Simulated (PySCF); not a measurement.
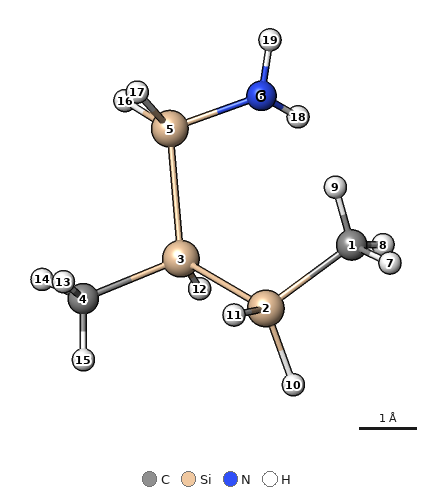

**Figure 1.** The structure (ball-and-stick view, seen at a tilt; atoms are numbered from 1 in the order of the input).

**NMR shielding calculation, with input and output: C$_{2}$H$_{13}$NSi$_{3}$**

System: C$_{2}$H$_{13}$NSi$_{3}$.
Method: GIAO PBE0/pcSseg-1 NMR shielding, non-relativistic, gas phase (PySCF 2.14.0).

The geometry comes from this level: GFN2-xTB. It belongs to a series of runs on one base structure; here: terminal O group replaced by H. Figures and captions count atoms from 1; the log counts them from 0 in places.

**What the program printed**
```
coarse grid: 16168 points
cycle   1  E = -1006.6070968058  dE =  6.476e-02  |g| = 5.773e-01  |ddm| = 3.726e+00
cycle   2  E = -1006.5609014081  dE =  4.620e-02  |g| = 7.258e-01  |ddm| = 1.111e+00
cycle   3  E = -1006.6853220421  dE = -1.244e-01  |g| = 5.941e-02  |ddm| = 6.948e-01
cycle   4  E = -1006.6859455051  dE = -6.235e-04  |g| = 2.870e-02  |ddm| = 7.942e-02
cycle   5  E = -1006.6861391969  dE = -1.937e-04  |g| = 3.646e-03  |ddm| = 2.633e-02
cycle   6  E = -1006.6861426005  dE = -3.404e-06  |g| = 6.522e-04  |ddm| = 4.983e-03
final grid: 139024 points
cycle   7  E = -1006.7154780483  dE = -2.347e-05  |g| = 8.146e-03  |ddm| = 2.044e-02
cycle   8  E = -1006.7154686764  dE =  9.372e-06  |g| = 1.034e-02  |ddm| = 1.455e-02
cycle   9  E = -1006.7154933130  dE = -2.464e-05  |g| = 6.495e-04  |ddm| = 8.383e-03
cycle  10  E = -1006.7154933880  dE = -7.501e-08  |g| = 2.402e-04  |ddm| = 7.952e-04
cycle  11  E = -1006.7154934013  dE = -1.322e-08  |g| = 3.742e-05  |ddm| = 2.260e-04
cycle  12  E = -1006.7154934016  dE = -2.960e-10  |g| = 1.115e-05  |ddm| = 5.586e-05
```

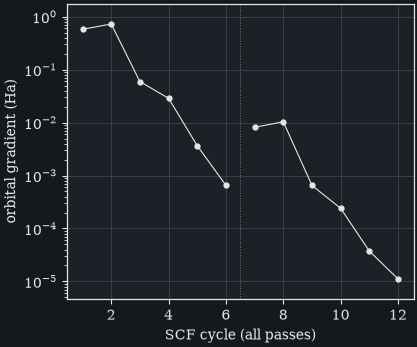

**Figure 2.** Convergence of the self-consistent field: orbital gradient against the SCF cycle. The dotted line marks the change from a coarse to the final integration grid. The first 6 cycles use a coarse grid, the final grid takes over at cycle 7, and the field converges after 12 cycles in all.

```
converged SCF energy = -1006.7154934016

GIAO shielding tensors (ppm)
atom      isotropic    diamagn.    paramagn.     s11        s22        s33       span
  0 C      194.539     253.605     -59.066    186.900    196.454    200.262     13.362
  1 Si     421.617     881.403    -459.786    396.094    404.069    464.688     68.595
  2 Si     439.057     882.784    -443.727    409.486    430.420    477.263     67.777
  3 C      196.802     251.882     -55.080    191.410    196.236    202.761     11.352
  4 Si     394.528     880.321    -485.794    345.171    370.436    467.977    122.805
  5 N      263.859     316.927     -53.068    229.498    257.606    304.473     74.974
  6 H       31.429      28.745       2.684     26.127     28.008     40.151     14.024
  7 H       31.807      31.927      -0.120     27.815     29.549     38.057     10.242
  8 H       30.851      32.588      -1.737     25.217     29.722     37.614     12.397
  9 H       27.541      29.884      -2.343     23.929     25.709     32.984      9.056
 10 H       27.682      30.403      -2.721     24.170     26.217     32.659      8.489
 11 H       27.674      31.328      -3.653     24.756     25.758     32.510      7.754
 12 H       31.775      31.253       0.522     27.141     29.463     38.720     11.580
 13 H       31.581      29.704       1.877     26.089     28.996     39.658     13.569
 14 H       31.516      29.804       1.711     26.256     28.910     39.381     13.126
 15 H       26.322      29.140      -2.818     21.983     25.030     31.953      9.970
 16 H       26.735      30.239      -3.504     24.053     25.462     30.690      6.637
 17 H       32.252      33.027      -0.774     25.698     29.434     41.625     15.927
 18 H       31.784      29.560       2.224     23.585     27.345     44.422     20.837
```

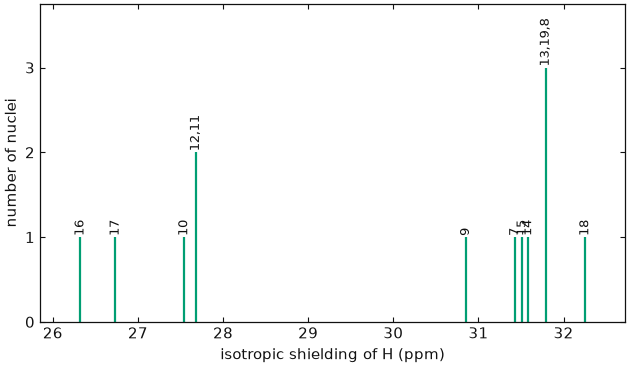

**Figure 3.** Isotropic shieldings of the hydrogen nuclei in this fixed geometry, labelled by atom number; shielding grows to the right, so chemical shift grows to the left. The least shielded is H16 (26.3 ppm), the most shielded H18 (32.3 ppm).

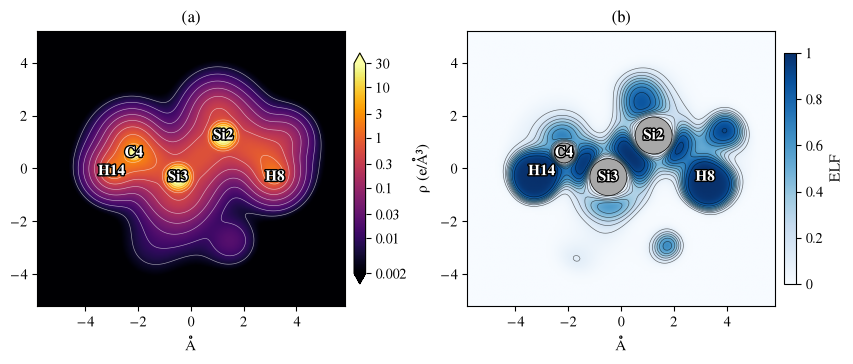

**Figure 4.** (a) total electron density; (b) electron localisation function on the plane of atoms Si2, Si3 and C4. Grey discs, where drawn, cover atomic cores. The section cuts through Si, C and H sites.

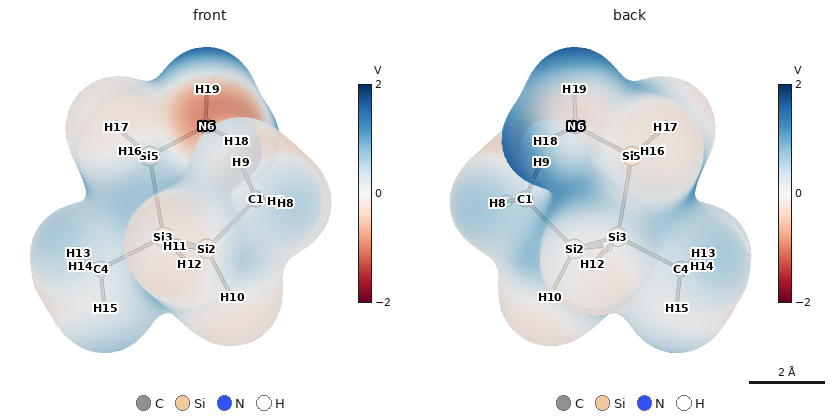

**Figure 5.** The electrostatic potential painted on the density surface at 0.002 e/bohr³, seen at a tilt and from behind; the colour scale runs from red (negative) to blue (positive). A positive charge is drawn to the negative regions and a negative charge to the positive ones.

The run was set up as follows.

**The input**
```
{"job": {"kind": "nmr", "xc": "PBE0", "basis": "pcSseg-1"}, "charge": 0, "multiplicity": 1}
C     -1.550494    -2.072498     0.249255
Si    -1.889967    -0.278927    -0.278550
Si     0.127708     0.803792    -0.712706
C     -0.146599     2.686952    -0.578684
Si     1.957684     0.262097     0.606184
N      1.942468    -1.464719     0.699558
H     -2.458282    -2.580212     0.561053
H     -1.119887    -2.646050    -0.566774
H     -0.848750    -2.109181     1.077194
H     -2.825932    -0.335037    -1.416188
H     -2.663801     0.356219     0.802937
H      0.481543     0.590291    -2.140906
H     -0.439054     2.972269     0.428133
H      0.755074     3.240123    -0.825128
H     -0.929120     3.022339    -1.252618
H      3.250960     0.808797     0.140150
H      1.859459     0.662734     2.015789
H      1.909578    -1.995579    -0.155661
H      2.577609    -1.914159     1.339500
```

The first line tells a small driver script what to run in PySCF; the rest is the geometry in Å.

Launched with:
```bash
OMP_NUM_THREADS=1 python <driver script> task.json out
```

**Key numbers**

| quantity | value |
| --- | --- |
| outcome | converged |
| total energy | −1006.715493 hartree |
| HOMO | −7.21 eV |
| LUMO | −0.57 eV |
| dipole moment | 1.26 D |
| isotropic shielding, C | 194.5 to 196.8 ppm |
| isotropic shielding, Si | 394.5 to 439.1 ppm |
| isotropic shielding, N | 263.9 ppm |
| isotropic shielding, H | 26.3 to 32.3 ppm |
| hardware | 1 CPU thread, shared host |
| wall time | 36 s |
| peak memory | 0.77 GiB |
